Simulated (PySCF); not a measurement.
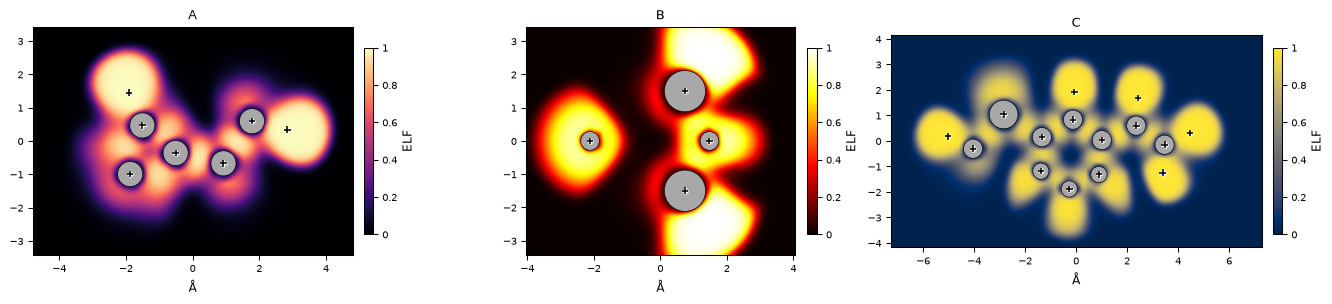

The electron localisation function of 3 systems, each on a plane through atoms (crosses mark nuclei in the plane; grey discs cover the cores).

Method: PBE0/pcSseg-1, SCF density, gas phase, non-relativistic (PySCF 2.14.0).

System 1: C$_{6}$H$_{7}$N$_{3}$S (SMILES C=Cc1cc(SC)nnn1), the plane of atoms C2, C1 and H11. Geometry: PBE0-D3(BJ)/def2-SVP.

```xyz
17

C    -3.6821    0.3005   -0.4941
C    -2.6136   -0.4995   -0.4148
C    -1.2722   -0.0199   -0.0732
C    -0.1852   -0.8754    0.0050
C     1.0292   -0.2723    0.3467
S     2.4745   -1.2381    0.4837
C     3.6902    0.0144    0.9292
N     1.1068    1.0404    0.5730
N     0.0333    1.7933    0.4757
N    -1.1230    1.3031    0.1672
H    -3.5810    1.3714   -0.2999
H    -4.6665   -0.0962   -0.7515
H    -2.7031   -1.5735   -0.6063
H    -0.2723   -1.9475   -0.1867
H     3.7472    0.7897    0.1551
H     4.6469   -0.5189    1.0073
H     3.4342    0.4803    1.8891
```

System 2: O$_{6}$P$_{4}$, the plane of atoms P2, O1 and P6. Geometry: PBE0-D3(BJ)/def2-SVP.

```xyz
10

O     1.2067   -1.2485    0.0782
P     1.4290   -0.2281    1.3789
O     1.3203    1.2356    0.5861
P     0.1287    1.7393   -0.4652
O     0.1057    0.4196   -1.4852
P    -0.0058   -1.1909   -1.0660
O    -1.3237   -1.1065   -0.0472
P    -1.5568   -0.0612    1.2322
O    -0.1075   -0.2901    2.0252
O    -1.2097    1.3770    0.4622
```

System 3: C$_{5}$H$_{8}$, the plane of atoms C1, C2 and C3. Geometry: GFN2-xTB.

```xyz
13

C    -1.7532   -0.4096    0.4404
C    -0.7380    0.6584    0.0436
C     0.5585    0.0748   -0.3208
C     1.3578   -0.9334   -0.4992
C     1.9469    0.4211   -0.7779
H    -1.9170   -1.1001   -0.3833
H    -2.7035    0.0481    0.7049
H    -1.3897   -0.9752    1.2947
H    -1.1131    1.2392   -0.8057
H    -0.5871    1.3599    0.8711
H     1.5663   -1.9739   -0.4907
H     2.6531    0.8561   -0.0769
H     2.1147    0.7351   -1.8039
```

Question: Match each panel to its system.

Answer: Panel A is system 3, C$_{5}$H$_{8}$: the plane holds C and H. C–C (1.30 Å): the ELF peaks at about 0.85 between the atoms (a multiple bond). Panel B is system 2, O$_{6}$P$_{4}$: the plane holds O and P. P–O (1.67 Å): the ELF peaks at about 0.85 between the atoms; a shared but strongly polarised pair. Panel C is system 1, C$_{6}$H$_{7}$N$_{3}$S: the plane holds C, S, N and H. N–N (1.29 Å): the ELF peaks at about 0.90 between the atoms: localised, covalent bonding.
